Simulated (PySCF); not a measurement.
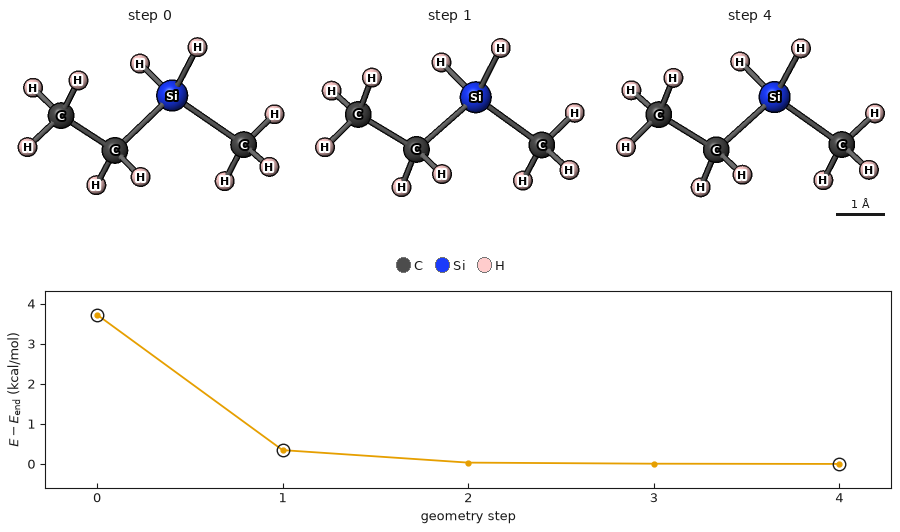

Frames of a relaxation of C3H10Si, marked on the history of the run. A ball-and-stick model, seen at a tilt.

The start comes from GFN2-xTB. Its atoms were then displaced at random by about 0.01 Å.

These are results of PBE0-D3(BJ)/def2-SVP geometry optimisation, gas phase (PySCF), not measurements. 

> Describe the path.

After 4 geometry steps the energy has fallen by 3.73 kcal/mol. The largest move after the best rigid fit is that of an H atom, 0.12 Å. Largest moves by element: H 0.12 Å, Si 0.07 Å, C 0.06 Å. Among the contacts that change: C–Si 1.946 → 1.881 Å, C–H 1.052 → 1.100 Å, H–Si 1.453 → 1.500 Å, C–C 1.494 → 1.526 Å. Among the angles between lasting bonds that change: Si–C–H 107.8° → 110.8°, H–C–H 110.8° → 107.9°, C–C–H 107.9° → 110.5°. From step 0 to 1: an H atom moves most (0.15 Å), energy −3.38 kcal/mol. From step 1 to 4: Si and H atoms move most (0.04 Å), energy −0.35 kcal/mol.
